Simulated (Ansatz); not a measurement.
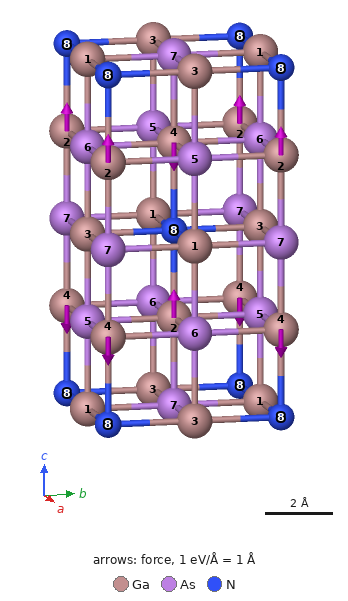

Starting geometry of solid Ga4As3N (a generated structure, set up in I4/mmm) (coarse preliminary run) with the computed forces as purple arrows. A ball-and-stick model of the conventional cell (2 times the calculation's cell), seen slightly off an axis. Lengths and directions refer to the drawn axes.

All numbers below come from DFT PBE, scalar-relativistic, plane waves, PAW (Ansatz). Settings: plane-wave cutoff 420 eV; k-point mesh 4 × 4 × 4; occupations gaussian; smearing width 0.1 eV; no spin polarisation; cell and atoms relaxed; force threshold 0.04 eV/Å; at most 70 steps.

Question: Is this structure relaxed? If not, where do the atoms go?

Answer: It isn't relaxed: the largest force vector, on Ga atoms, is 0.88 eV/Å. The atoms end up moving mostly along the starting forces (cosine between the two patterns 1.00). The largest moves relative to the cell, 0.84 Å, are those of Ga2 and Ga4. Ga4 goes along −c. As and N stay in place. The volume changes by −9.8 %, with a = b 5.384 → 4.997 Å (−7.2 %), c 10.769 → 11.276 Å (+4.7 %). Near-neighbour distances that change, for instance: Ga2–As7 2.692 → 3.661 Å, Ga2–N8 2.692 → 1.977 Å, Ga1–As7 2.692 → 2.499 Å, Ga1–N8 2.692 → 2.499 Å. Bonds break: Ga2–As7 (2.69 → 3.66 Å), Ga4–As7 (2.69 → 3.66 Å). Among the angles between lasting bonds that change: As5–Ga4–As5 180.0° → 142.7°, Ga2–As6–Ga2 180.0° → 142.7°, Ga1–As6–Ga2 90.0° → 71.4°. The space group stays I4/mmm (No. 139). The energy falls by 243 meV per atom in 7 accepted moves (9 points after the start). Largest force component: 0.88 eV/Å at the start, 0.022 eV/Å at the end. The pressure goes from −6.27 to 0.07 GPa. The line search rejected the trial step at point 7 of the run. At 1 point the geometry stayed and the basis and grid were re-selected for the new cell (energy shift of 0.6 meV per atom at most each time).
